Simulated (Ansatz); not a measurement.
Consider Al₃RuN.

```yaml
crystal:
  lattice:
    - [2.95434, 0.00000, 0.00000]
    - [0.00000, 10.02720, 0.00000]
    - [0.00000, 0.00000, 8.41749]
  atoms:
    - { symbol: Al, position: [0.00000, 0.05223, 0.25000] }
    - { symbol: Al, position: [0.50000, 0.55223, 0.25000] }
    - { symbol: Al, position: [0.00000, 0.94777, 0.75000] }
    - { symbol: Al, position: [0.50000, 0.44777, 0.75000] }
    - { symbol: Al, position: [0.00000, 0.63779, 0.97158] }
    - { symbol: Al, position: [0.50000, 0.13779, 0.97158] }
    - { symbol: Al, position: [0.00000, 0.36221, 0.47158] }
    - { symbol: Al, position: [0.50000, 0.86221, 0.47158] }
    - { symbol: Al, position: [0.00000, 0.36221, 0.02842] }
    - { symbol: Al, position: [0.50000, 0.86221, 0.02842] }
    - { symbol: Al, position: [0.00000, 0.63779, 0.52842] }
    - { symbol: Al, position: [0.50000, 0.13779, 0.52842] }
    - { symbol: Ru, position: [0.00000, 0.23989, 0.75000] }
    - { symbol: Ru, position: [0.50000, 0.73989, 0.75000] }
    - { symbol: Ru, position: [0.00000, 0.76011, 0.25000] }
    - { symbol: Ru, position: [0.50000, 0.26011, 0.25000] }
    - { symbol: N, position: [0.00000, 0.00000, 0.00000] }
    - { symbol: N, position: [0.50000, 0.50000, 0.00000] }
    - { symbol: N, position: [0.00000, 0.00000, 0.50000] }
    - { symbol: N, position: [0.50000, 0.50000, 0.50000] }
```

Space group Cmcm; a generated structure, not necessarily the stable one; computed without spin polarisation.

Theory: DFT PBE, scalar-relativistic, plane waves, PAW (Ansatz).

> What can the converged valence pseudo-density and electron localisation function tell about the bonding?

Al–N (2.17 Å): ρ is about 0.38 e/Å³ halfway; the ELF peaks at about 0.80 in the valence shell of N, 0.7 Å from its nucleus, and is about 0.65 at the midpoint.
Al–Ru (2.65 Å): ρ is about 0.37 e/Å³ halfway; the ELF is about 0.45 at the midpoint.

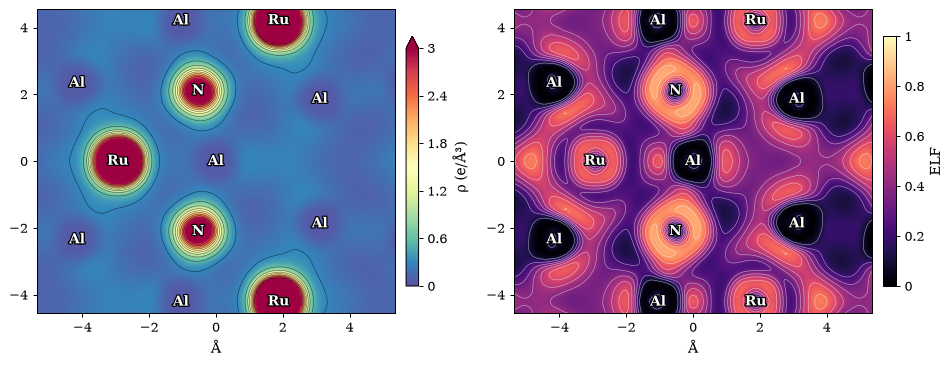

Computed valence pseudo-density and electron localisation function on the (100) plane of the conventional cell, in this order. 

In a PAW calculation such maps are meaningful between the atoms, not at the nuclei.
